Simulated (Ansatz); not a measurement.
SiH$_{2}$F$_{4}$: several calculations on one system

### Relaxation

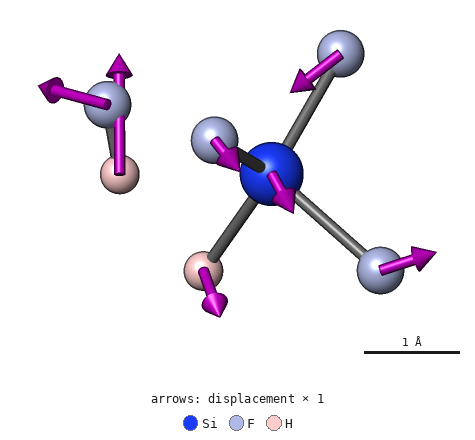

This is a relaxation of SiH$_{2}$F$_{4}$ (started from a transition state, displaced along its imaginary mode). The starting structure is drawn; purple arrows show the displacements, at their true length. The two geometries are superimposed by the best rigid fit.

A ball-and-stick model, seen at a tilt.

Method: RKS PBE0-D4/def2-TZVP (Ansatz). Settings: force threshold 0.005 eV/Å; at most 200 steps.

What did the optimiser do to the structure, and how much energy did it gain?

An H atom moves most after the best rigid fit: 1.34 Å. By element the largest moves are H 1.34 Å, F 1.00 Å, Si 0.54 Å. Among the contacts that change: F–Si 2.031 → 3.447 Å, H–Si 1.895 → 3.002 Å, F–H 0.781 → 0.924 Å, H–Si 1.539 → 1.459 Å. Among the angles between lasting bonds that change: F–Si–H 91.0° → 111.3°, F–Si–H 119.9° → 110.5°, F–Si–H 119.9° → 111.8°. Over 48 accepted moves (59 points after the start) the energy falls by 2.172 eV. Largest force component: 16 eV/Å at the start, 0.0013 eV/Å at the end. The line search rejected the trial steps at points 11, 13, 18, 23, 25, 31, 32, 35 and more of the run. The forces were under the threshold at step 45, but the run went on from there. Cost: 3.1 min on 4 threads of Intel Xeon @ 2.50GHz, on a shared host.

### Relaxation

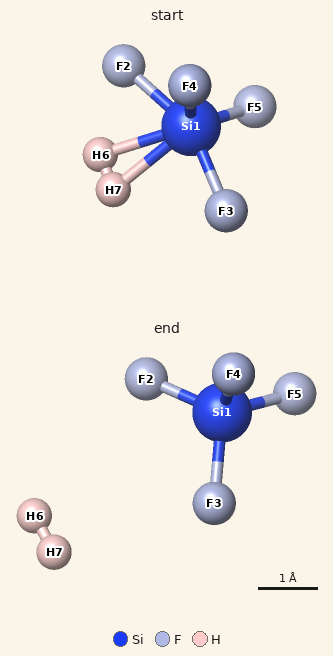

The structure of SiH$_{2}$F$_{4}$ (started from a transition state, displaced along its imaginary mode) before (top) and after (bottom) a relaxation, at one scale.

The picture is a ball-and-stick view, seen at a tilt.

Method: RKS PBE0-D4/def2-TZVP in Ansatz. (force threshold 0.005 eV/Å; at most 200 steps)

Summarise the run.

Answer. The energy falls by 52.7 kcal/mol in 14 accepted moves (15 points after the start). Largest force component: 5.5 eV/Å at the start, 0.00042 eV/Å at the end. The line search rejected the trial step at point 13 of the run. H6 moves most after the best rigid fit: 1.44 Å. Largest moves by element: H 1.44 Å, F 0.88 Å, Si 0.72 Å. Near-neighbour distances that change, for instance: Si1–H6 1.736 → 3.838 Å, Si1–H7 1.765 → 3.839 Å, Si1–F2 1.681 → 1.562 Å, H6–H7 0.663 → 0.746 Å. Bonds break, among them: Si1–H6 (1.74 → 3.84 Å), Si1–H7 (1.76 → 3.84 Å). Bond angles that change, for instance: F2–Si1–F3 155.3° → 109.7°, F2–Si1–F4 94.2° → 109.4°, F4–Si1–F5 121.7° → 109.5°.

### Reaction

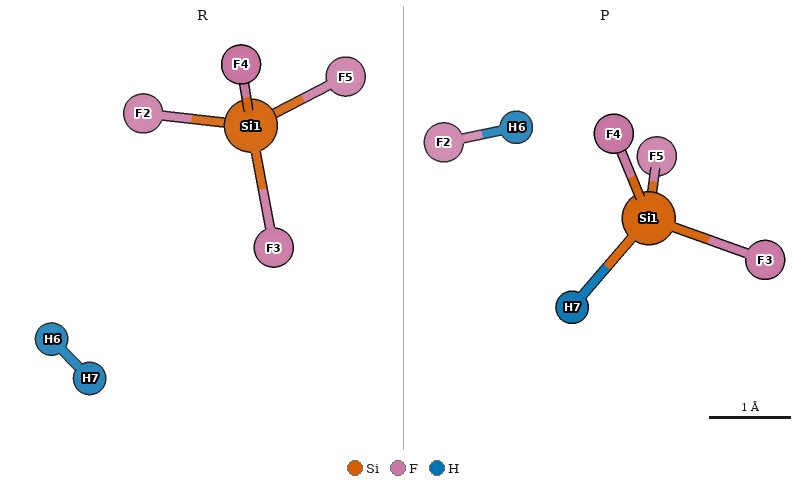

Reactant (R) and product (P) of one elementary step of SiH2F4. A ball-and-stick model, seen at a tilt.

Stationary points at PBE0-D4/def2-TZVP, single-point energies with CCSD(T)/CBS, BLYP-D4, B3LYP-D4, r2SCAN-D4 (def2-TZVPP where no basis is named; Ansatz 0.2.0). The energies are electronic, without zero-point or thermal terms, and both ends are the minima reached downhill from the saddle, with any fragments still in contact. CCSD(T)/CBS stands for a frozen-core estimate: MP2 correlation extrapolated from def2-TZVPP and def2-QZVPP, CCSD(T) minus MP2 from the smaller set.

R:
```xyz
7

Si   -0.7433    0.6035    0.5226
F     0.5357   -0.0123    1.1739
F    -0.7980    0.2233   -0.9911
F    -0.7021    2.1582    0.6664
F    -2.0122    0.0475    1.2439
H     2.0542   -1.5440   -0.9910
H     1.6658   -1.4761   -1.6246
```

P:
```xyz
7

Si   -0.5066    0.4233   -0.6312
F     1.8200   -1.0413    1.4481
F    -1.8509    0.4723   -1.4423
F    -0.2065    1.8582   -0.0701
F    -0.7482   -0.5333    0.6127
H     0.9021   -1.1033    1.5357
H     0.5902   -0.0760   -1.4530
```

Q: Predict the saddle point between them and the barrier.

A: Counted by bonded pieces, R holds H₂ + SiF₄ and P holds HF + SiHF₃. From R over the saddle to P, bonds form: Si1–H7 (3.84 → 1.65 → 1.46 Å), F2–H6 (3.06 → 1.17 → 0.92 Å). Bonds break: Si1–F2 (1.56 → 1.85 → 3.45 Å), H6–H7 (0.75 → 1.01 → 3.18 Å). The saddle has one imaginary mode, 1059i cm⁻¹. With CCSD(T)/CBS the barrier is 63.3 kcal/mol from R and 36.3 kcal/mol from P, and P lies 27.0 kcal/mol above R.

| level | barrier from R (kcal/mol) | barrier from P (kcal/mol) | P less R (kcal/mol) |
| --- | --- | --- | --- |
| CCSD(T)/CBS | 63.3 | 36.3 | 27.0 |
| BLYP-D4 | 58.7 | 33.0 | 25.7 |
| B3LYP-D4 | 61.4 | 35.2 | 26.2 |
| r2SCAN-D4 | 57.3 | 28.8 | 28.4 |

Against CCSD(T)/CBS, B3LYP-D4 comes closest on the barrier from R (−2.0 kcal/mol) and r2SCAN-D4 misses most (−6.1 kcal/mol).

Saddle geometry:

```xyz
7

Si   -0.3423    0.2080   -0.0157
F     1.0354   -0.3421    1.0975
F    -1.1553    0.3402   -1.3763
F    -0.0174    1.7103    0.3021
F    -1.3917   -0.5056    0.9079
H     1.1570   -0.7191   -0.0059
H     0.7144   -0.6916   -0.9096
```

The saddle point in the same view, with dashed sticks for the bonds that form or break:

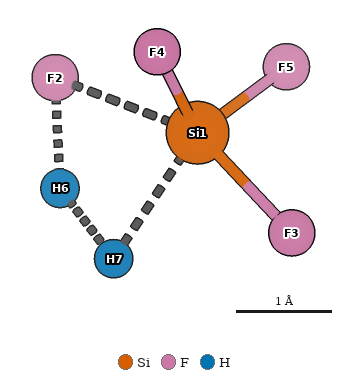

Limits of the set-up: the start holds two separate molecules, 3.1 Å apart at their closest, whose relative position is a soft coordinate.
